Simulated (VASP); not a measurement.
## RuPtN2 with PBE + TS: from relaxation to properties

What structure does RuPtN2 take at this level, and what are its properties? The steps: rough relaxation of the start cell, full relaxation (PBE + TS), density, ELF and potential (PBE + TS), band structure (PBE + TS), total and projected DOS (PBE + TS), band structure (PBE + TS + SOC), core levels (PBE + TS) and electric field gradients (PBE + TS). The cell is invented: it takes the structure of a Materials Project entry for RuN (space group 216 there), with some of its atoms replaced by other elements, volume scaled by an estimate. It may not be a known or stable phase.

Method: PBE with TS, no spin polarisation; plane waves and PAW (Pt, Ru_pv, N), in the first sound run; inputs show where later runs differ, in VASP 6.6.1.

### 1. Set-up

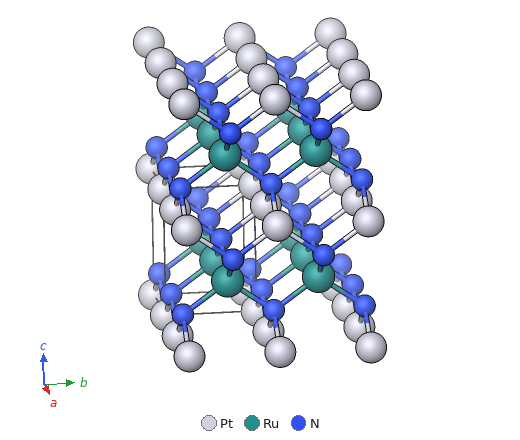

Start, viewed slightly off an axis; platinum light grey, ruthenium teal, nitrogen blue. 3×2×2 cells are drawn. Some periodic images of atoms are drawn too.

### 2. Rough relaxation of the start cell

The start is only an estimate, so a cheap relaxation brings it near a minimum before any careful run. PBE, the usual starting point, adds the gradient of the density. A dispersion term adds the long-range attraction that semilocal functionals lack. The Tkatchenko-Scheffler scheme scales free-atom polarisabilities by Hirshfeld volumes.

INCAR reads:

```
SYSTEM = RuPtN2
PREC = Normal
ENCUT = 520
EDIFF = 1E-05
NELM = 60
ISMEAR = -1
SIGMA = 0.05
LREAL = .FALSE.
ALGO = Fast
GGA = PE
IVDW = 20
NBANDS = 23
LORBIT = 11
LWAVE = .FALSE.
LCHARG = .FALSE.
KPAR = 2
IBRION = 2
NSW = 40
ISIF = 3
EDIFFG = -0.04
```

POSCAR reads:

```
RuPtN2
1.0
    3.2932010000      0.0000000000      0.0000000000
    0.0000000000      3.2932010000      0.0000000000
    0.0000000000      0.0000000000      4.6572900000
Pt Ru N
1 1 2
Direct
    0.0000000000      0.0000000000      0.0000000000
    0.5000000000      0.5000000000      0.5000000000
    0.0000000000      0.5000000000      0.7500000000
    0.5000000000      0.0000000000      0.2500000000
```

KPOINTS reads:

```
Automatic mesh
0
Gamma
5 5 4
0 0 0
```

The projector-augmented-wave data sets are Pt, Ru_pv and N (PBE family, release 64).

Run with:

```bash
mpirun -np 2 vasp_std
```

Numbers of over 12 decimals in the logs are rounded to 6 here.

Output:

```text
[banner, memory and clock lines left out]
running    2 mpi-ranks, on    1 nodes
 distrk:  each k-point on    1 cores,    2 groups
 distr:  one band on    1 cores,    1 groups

 POSCAR found type information on POSCAR PtRuN
 POSCAR found :  3 types and       4 ions
 LDA part: xc-table for (Slater+PW92), standard interpolation
 POSCAR, INCAR and KPOINTS ok, starting setup
 FFT: planning ... GRIDC
 FFT: planning ... GRID_SOFT
 FFT: planning ... GRID
 WAVECAR not read
 entering main loop
       N       E                     dE             d eps       ncg     rms          rms(c)
DAV:   1     0.283620375213E+03    0.28362E+03   -0.19048E+04   836   0.147E+03
DAV:   2    -0.206992918992E+02   -0.30432E+03   -0.29178E+03   982   0.395E+02
DAV:   3    -0.337418988472E+02   -0.13043E+02   -0.12868E+02   961   0.850E+01
DAV:   4    -0.338835609832E+02   -0.14166E+00   -0.14153E+00   942   0.942E+00
DAV:   5    -0.338860827346E+02   -0.25218E-02   -0.25217E-02   999   0.113E+00    0.332E+01
RMM:   6    -0.305327582263E+02    0.33533E+01   -0.20864E+01   828   0.266E+01    0.183E+01
RMM:   7    -0.294970826854E+02    0.10357E+01   -0.28783E+00   828   0.137E+01    0.130E+01
RMM:   8    -0.299685230382E+02   -0.47144E+00   -0.12819E+00   828   0.742E+00    0.808E+00
RMM:   9    -0.293458347565E+02    0.62269E+00   -0.40228E-01   828   0.443E+00    0.830E-01
RMM:  10    -0.293398880669E+02    0.59467E-02   -0.53911E-02   829   0.120E+00    0.302E-01
RMM:  11    -0.293407428355E+02   -0.85477E-03   -0.81367E-03   854   0.504E-01    0.210E-01
RMM:  12    -0.293409384320E+02   -0.19560E-03   -0.20367E-03   875   0.219E-01    0.598E-02
RMM:  13    -0.293409478315E+02   -0.93996E-05   -0.29928E-04   850   0.108E-01    0.207E-02
RMM:  14    -0.293409536092E+02   -0.57777E-05   -0.88905E-05   730   0.462E-02
 augmentation electrons   34.563747
 total        electrons   34.563747
 augmentation electrons   9492.37846158329
 total        electrons   9492.37846158329
 augmentation electrons   9.188035
 soft         electrons   25.375712
 total        electrons   34.563747
 translations:           2           2           2
   1 F= -.30567749E+02 E0= -.30562615E+02  d E =-.305677E+02
 curvature:   0.00 expect dE= 0.000E+00 dE for cont linesearch  0.000E+00
 trial: gam= 0.00000 g(F)=  0.388E+00 g(S)=  0.645E-01 ort = 0.000E+00 (trialstep = 0.100E+01)
 search vector abs. value=  0.453E+00
 bond charge predicted
       N       E                     dE             d eps       ncg     rms          rms(c)
DAV:   1    -0.303717680771E+02   -0.10308E+01   -0.89120E+01   828   0.730E+01    0.113E+01
RMM:   2    -0.302884718813E+02    0.83296E-01   -0.55180E+00   828   0.176E+01    0.935E+00
RMM:   3    -0.295493151631E+02    0.73916E+00   -0.12365E+00   828   0.809E+00    0.299E+00
RMM:   4    -0.294752983977E+02    0.74017E-01   -0.30209E-01   828   0.379E+00    0.798E-01
RMM:   5    -0.294768315240E+02   -0.15331E-02   -0.50844E-02   834   0.159E+00    0.442E-01
RMM:   6    -0.294776854847E+02   -0.85396E-03   -0.69493E-03   838   0.626E-01    0.188E-01
RMM:   7    -0.294781932498E+02   -0.50777E-03   -0.23087E-03   868   0.319E-01    0.827E-02
RMM:   8    -0.294781925008E+02    0.74902E-06   -0.70856E-04   874   0.145E-01    0.390E-02
RMM:   9    -0.294782003163E+02   -0.78155E-05   -0.13030E-04   769   0.701E-02    0.238E-02
RMM:  10    -0.294781998400E+02    0.47626E-06   -0.26978E-05   567   0.289E-02
 augmentation electrons   34.494810
 total        electrons   34.494810
 augmentation electrons   9047.12939346915
 total        electrons   9047.12939346915
 augmentation electrons   9.145203
 soft         electrons   25.349610
 total        electrons   34.494813
 translations:           2           2           2
   2 F= -.30756096E+02 E0= -.30750590E+02  d E =-.188347E+00
[... from here on, the cycles between the ionic steps are left out ...]
   3 F= -.30763549E+02 E0= -.30758807E+02  d E =-.195800E+00
   4 F= -.30772893E+02 E0= -.30766333E+02  d E =-.934435E-02
   5 F= -.30794450E+02 E0= -.30788739E+02  d E =-.309014E-01
   6 F= -.30794413E+02 E0= -.30788681E+02  d E =-.308641E-01
   7 F= -.30795223E+02 E0= -.30789285E+02  d E =-.809409E-03
   8 F= -.30795314E+02 E0= -.30789204E+02  d E =-.900953E-03
   9 F= -.30795940E+02 E0= -.30789781E+02  d E =-.625569E-03
  10 F= -.30796616E+02 E0= -.30790268E+02  d E =-.130203E-02
 curvature:  -2.05 expect dE=-0.297E-02 dE for cont linesearch -0.955E-05
 trial: gam= 1.00787 g(F)=  0.302E-03 g(S)=  0.114E-02 ort =-0.122E-03 (trialstep = 0.581E+00)
 search vector abs. value=  0.442E-02
 bond charge predicted
       N       E                     dE             d eps       ncg     rms          rms(c)
DAV:   1    -0.295644627904E+02   -0.19814E-02   -0.21522E-01   828   0.368E+00    0.519E-01
RMM:   2    -0.295615460109E+02    0.29168E-02   -0.10211E-02   828   0.793E-01    0.284E-01
RMM:   3    -0.295608799168E+02    0.66609E-03   -0.26953E-03   828   0.369E-01    0.289E-01
RMM:   4    -0.295602703511E+02    0.60957E-03   -0.10645E-03   828   0.233E-01    0.759E-02
RMM:   5    -0.295602427752E+02    0.27576E-04   -0.34963E-04   850   0.110E-01    0.580E-02
RMM:   6    -0.295602507879E+02   -0.80126E-05   -0.91221E-05   690   0.534E-02
 augmentation electrons   34.472302
 total        electrons   34.472302
 augmentation electrons   9342.41935208836
 total        electrons   9342.41935208836
 augmentation electrons   9.129195
 soft         electrons   25.343110
 total        electrons   34.472305
 translations:           2           2           1
  11 F= -.30797076E+02 E0= -.30790612E+02  d E =-.459973E-03
 trial-energy change:   -0.000460  1 .order   -0.000515   -0.000770   -0.000260
 step:   0.8785(harm=  0.8785)  dis= 0.00224  next Energy=   -30.797198 (dE=-0.581E-03)
 reached required accuracy - stopping structural energy minimisation
```

The job ended after 33 s (2 MPI ranks of AMD EPYC 9R14 (Zen 4), shared host; peak memory 0.26 GiB).

Lines that name or quote the potential files are left out of all logs, and their timing lines are given in words.

OUTCAR, selected parts (step 2):

```text
ion  position               nearest neighbor table
   1  0.000  0.000  0.000-   3 2.02   4 2.02   3 2.02   4 2.02   2 3.29   2 3.29   2 3.29   2 3.29
                             2 3.29   2 3.29   2 3.29   2 3.29
   2  0.500  0.500  0.500-   3 2.02   4 2.02   4 2.02   3 2.02   1 3.29   1 3.29   1 3.29   1 3.29
                             1 3.29   1 3.29   1 3.29   1 3.29
   3  0.000  0.500  0.750-   1 2.02   2 2.02   1 2.02   2 2.02
   4  0.500  0.000  0.250-   1 2.02   2 2.02   2 2.02   1 2.02

  LATTYP: Found a simple tetragonal cell.
 ALAT       =     3.2932010000
 C/A-ratio  =     1.4142137088

 Subroutine GETGRP returns: Found  8 space group operations
 (whereof  8 operations were pure point group operations)

The static configuration has the point symmetry D_2d.

 Found     18 irreducible k-points:

   k-points           NKPTS =     18   k-points in BZ     NKDIM =     18   number of bands    NBANDS=     23

   dimension x,y,z NGX =    18 NGY =   18 NGZ =   28
   dimension x,y,z NGXF=    36 NGYF=   36 NGZF=   56

   ENCUT  =  520.0 eV  38.22 Ry    6.18 a.u.   6.12  6.12  8.66*2*pi/ulx,y,z

   NELECT =      34.0000    total number of electrons

 k-points in reciprocal lattice and weights: Automatic mesh
   0.00000000  0.00000000  0.00000000       0.010
   0.20000000  0.00000000  0.00000000       0.040
   0.40000000  0.00000000  0.00000000       0.040
   0.20000000  0.20000000  0.00000000       0.040
   0.40000000  0.20000000  0.00000000       0.080
   0.40000000  0.40000000  0.00000000       0.040
   0.00000000  0.00000000  0.25000000       0.020
   0.20000000  0.00000000  0.25000000       0.080
   0.40000000  0.00000000  0.25000000       0.080
[...]
0.40000000  0.20000000  0.50000000       0.080
   0.40000000  0.40000000  0.50000000       0.040

 average (electrostatic) potential at core
       1 -65.9377       2 -71.8583       3 -61.8240       4 -61.8240

 E-fermi :   9.0619

 k-point     1 :       0.0000    0.0000    0.0000
  band No.  band energies     occupation
    ...
     14       6.1120      2.00000
     15       7.3396      2.00000
     16       8.1831      2.00000
     17       8.3617      2.00000
     18       8.3617      2.00000
     19       9.2773      0.02660
     20      12.4789      0.00000
     21      12.6124      0.00000
     22      12.6124      0.00000
     23      16.7658      0.00000

 k-point     2 :       0.2000    0.0000    0.0000
  band No.  band energies     occupation
    ...
     12       4.9029      2.00000
     13       5.9033      2.00000
     14       5.9192      2.00000
     15       6.7671      2.00000
     16       7.4869      2.00000
     17       9.1973      0.12518
     18       9.2812      0.02460
     19      10.1457      0.00000
     20      11.7914      0.00000
     21      12.1785      0.00000
    ...

 k-point     3 :       0.4000    0.0000    0.0000
  band No.  band energies     occupation
    ...
     13       5.7253      2.00000
     14       6.1519      2.00000
     15       6.4468      2.00000
     16       8.0314      2.00000
     17       8.8458      1.97385
     18       9.6570      0.00001
     19      10.3719      0.00000
     20      10.6095      0.00000
     21      12.0593      0.00000
     22      13.3326      0.00000
    ...

  Hirshfeld charges:
            ion         q(e)
   ------------------------------
      1     Pt       0.26356222
      2     Ru       0.27721123
      3     N       -0.27038673
      4     N       -0.27038673

  Number of pair interactions contributing to vdW energy:  105420

  Edisp (eV):   -1.23683

  Total      -0.03748    -0.03748    -0.00528     0.00000     0.00000     0.00000
  in kB      -1.20814    -1.20814    -0.17016     0.00000     0.00000     0.00000
  external pressure =       -0.86 kB  Pullay stress =        0.00 kB

  energy-cutoff  :      520.00
  volume of cell :       49.71
      direct lattice vectors                 reciprocal lattice vectors
     3.250354847  0.000000000 -0.000000000     0.307658716  0.000000000 -0.000000000
     0.000000000  3.250354847  0.000000000     0.000000000  0.307658716  0.000000000
     0.000000000  0.000000000  4.705088025     0.000000000  0.000000000  0.212535875

 POSITION                                       TOTAL-FORCE (eV/Angst)
 -----------------------------------------------------------------------------------
      0.00000      0.00000      4.70509         0.000000      0.000000      0.000000
      1.62518      1.62518      2.35254         0.000000     -0.000000      0.000000
      0.00000      1.62518      3.41596         0.000000      0.000000      0.031811
      1.62518      3.25035      1.28913        -0.000000      0.000000     -0.031811
 -----------------------------------------------------------------------------------
    total drift:                                0.000000     -0.000000      0.000000

  FREE ENERGIE OF THE ION-ELECTRON SYSTEM (eV)
  ---------------------------------------------------
  free  energy   TOTEN  =       -30.7970761591 eV

  energy  without entropy=      -30.7841472479  energy(sigma->0) =      -30.79061170

 reached required accuracy - stopping structural energy minimisation

 total charge
# of ion       s       p       d       tot
------------------------------------------
    1        0.610   0.640   8.099   9.349
    2        0.377   6.308   6.071  12.755
    3        1.264   2.374   0.000   3.639
    4        1.264   2.374   0.000   3.639
--------------------------------------------------
tot          3.515  11.696  14.170  29.381

[... 3 further parts left out ...]
```

CONTCAR:

```
RuPtN2
   1.00000000000000
     3.2503548469464536    0.0000000000000000   -0.0000000000000000
     0.0000000000000000    3.2503548469464536    0.0000000000000000
     0.0000000000000000    0.0000000000000000    4.7050880246289370
  Pt              Ru              N
     1     1     2
Direct
     0.0000000000000000    0.0000000000000000    1.0000000000000000
     0.5000000000000000    0.5000000000000000    0.5000000000000000
     0.0000000000000000    0.5000000000000000    0.7260144936196112
     0.5000000000000000    1.0000000000000000    0.2739855063803887
```

This run has no spin polarisation, although Ru can carry a moment. The k-mesh is coarse for a metal. LASPH is off, so gradient terms of the non-spherical density inside the spheres are left out; for open d or f shells this can shift gaps and moments. This relaxation is a rough one on cheap settings, only to bring the start near its minimum. The run keeps the 8 symmetry operations of its start, so it cannot find a distortion of lower symmetry.

Relaxation path:

| step | energy less that of the first step (eV) | largest force (eV/Å) | pressure (GPa) | volume (Å³) |
| --- | --- | --- | --- | --- |
| 1 | 0.0000 | 2.0060 | -4.21 | 50.51 |
| 2 | -0.1883 | 0.1194 | 7.94 | 48.12 |
| 3 | -0.1958 | 0.4367 | 5.56 | 48.49 |
| 4 | -0.2051 | 0.2442 | -4.66 | 50.80 |
| 5 | -0.2267 | 0.0423 | -0.25 | 49.72 |
| 6 | -0.2267 | 0.0362 | -0.33 | 49.74 |
| 7 | -0.2275 | 0.0264 | -0.03 | 49.68 |
| 8 | -0.2276 | 0.0801 | 0.33 | 49.62 |
| 9 | -0.2282 | 0.0736 | 0.07 | 49.68 |
| 10 | -0.2289 | 0.0559 | -0.57 | 49.83 |
| 11 | -0.2293 | 0.0318 | -0.09 | 49.71 |

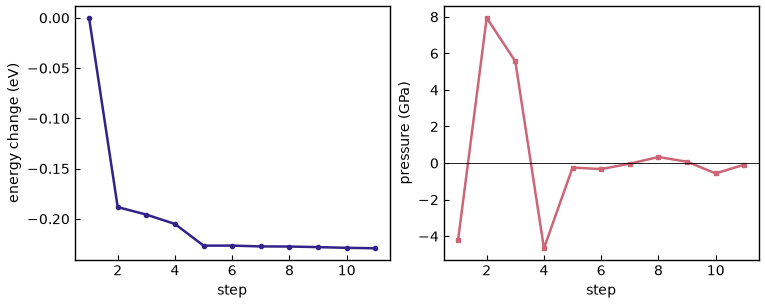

Energy and pressure along the relaxation.

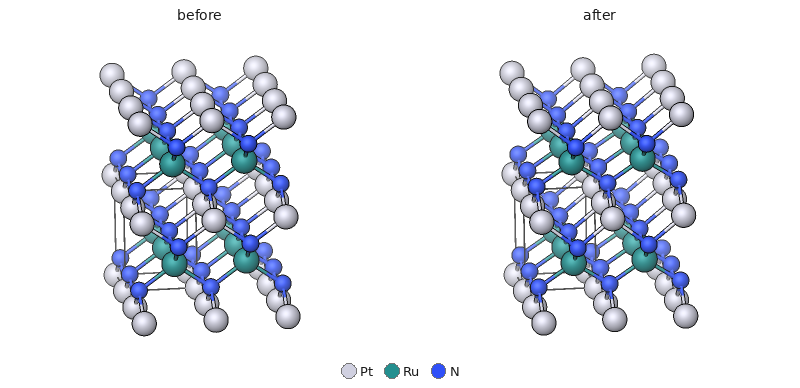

The structure before and after the relaxation, drawn at the same scale.

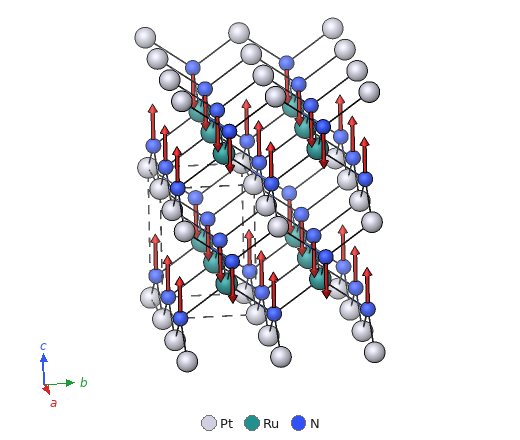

Displacements in the relaxation, exaggerated, measured against the changing cell; the longest in the cell stands for 0.11 Å. 3×2×2 cells are drawn. Some periodic images of atoms are drawn too.

| conventional cell, symmetrised | before | after | change |
| --- | --- | --- | --- |
| a (Å) | 3.293 | 3.250 | -1.3 % |
| b (Å) | 3.293 | 3.250 | -1.3 % |
| c (Å) | 4.657 | 4.705 | +1.0 % |
| volume (Å³/atom) | 12.63 | 12.43 | -1.6 % |

The atoms that moved most (Å, as changes of fractional coordinates times the final cell):

| atom | dx | dy | dz | length |
| --- | --- | --- | --- | --- |
| N3 | 0.000 | 0.000 | -0.113 | 0.113 |
| N4 | 0.000 | 0.000 | 0.113 | 0.113 |

Final coordinates:

```
Pt Ru N
1.0
     3.25035    0.00000    0.00000
     0.00000    3.25035    0.00000
     0.00000    0.00000    4.70509
Pt Ru N
1 1 2
Direct
  0.00000 0.00000 0.00000
  0.50000 0.50000 0.50000
  0.00000 0.50000 0.72601
  0.50000 0.00000 0.27399
```

Numbers from this step:

* electrons: 34
* bands: 23
* irreducible k-points: 18
* symmetry operations: 8
* free energy (TOTEN): -30.80 eV
* energy at zero smearing: -30.79 eV
* Fermi energy: 9.062 eV
* pressure: -0.08621 GPa
* metallic: yes
* SCF cycles over all ionic steps: 85

It ends with a largest force of 0.032 eV/Å and a pressure of -0.09 GPa.

[end of part 1 of 5]

[Lines on the potential files, build, host, timing and source positions are cut from VASP's logs without a mark.]

[Logs are printed without paths, hosts, clocks, repeated set-up lines and the standing remarks that a program may print on its own settings, such as how far it seeks lower states.]

[Hosts, paths, dates, database ids (printed as entryN), source tags and the programs' standing remarks are cut or masked in the printed files.]

[A measured line is paired with the nearest computed mode of its activity, which favours agreement.]

[In band tables of VASP the shares of atoms and orbitals are scaled to a sum of 1 inside the atoms' spheres.]
